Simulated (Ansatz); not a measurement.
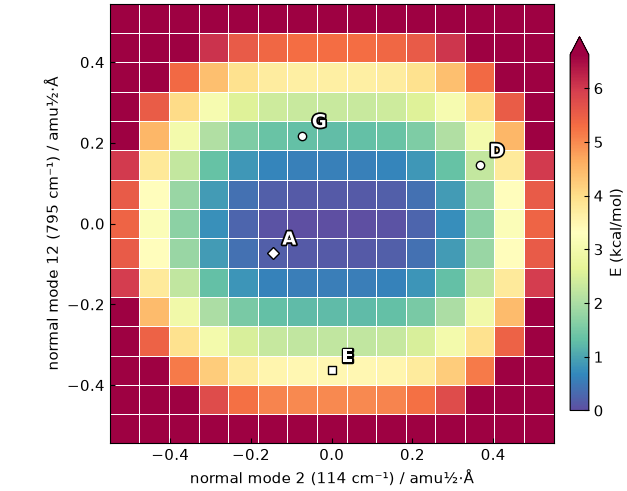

AlH₇OSi, SMILES [AlH3-][OH+][SiH3]. 
- Coordinates scanned: (1) normal mode 2 (114 cm⁻¹); (2) normal mode 12 (795 cm⁻¹).
- Nothing is relaxed (straight displacements along the two mass-weighted modes).
- The scan uses a 15 × 15 grid.
- Points are written as (first, second).
- Energies are in kcal/mol, from the lowest grid point.
- The calculation used RKS B3LYP-D4/def2-TZVP (Ansatz).

Drawn: one coloured cell a grid point, one colour for all values above the top of the scale, lettered points.

Q: Rank the lettered points by energy, lowest first.

A: A (0.20 kcal/mol), G (1.3 kcal/mol), D (2.3 kcal/mol), E (3.5 kcal/mol).

Q: What kind of point is each of A, D, E, G: minimum, saddle, maximum or slope?

A: A: on a slope; D: on a slope; E: on a slope; G: on a slope. (In these two coordinates alone; a stationary point may lie a little off the grid point.)
